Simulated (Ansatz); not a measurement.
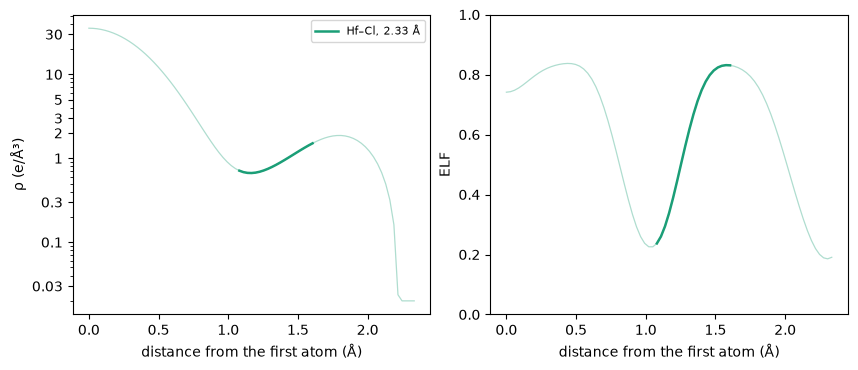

Figure 1: HfCl₅. Valence charge density (pseudo) and ELF along straight lines between neighbouring atoms. Thin, pale parts lie inside the atomic spheres.

Space group R-3m; a structure generated by program, which may or may not match a known phase; computed without spin polarisation.

Level of theory: DFT PBE, scalar-relativistic, plane waves, PAW in Ansatz.

In a PAW calculation such maps are meaningful between the atoms, not at the nuclei.

Question: What can be read from the curves?

Answer: Hf–Cl (2.33 Å): the density is about 0.67 e/Å³ at the midpoint; the ELF peaks at about 0.85 in the valence shell of Cl, 0.8 Å from its nucleus, and is about 0.35 at the midpoint.
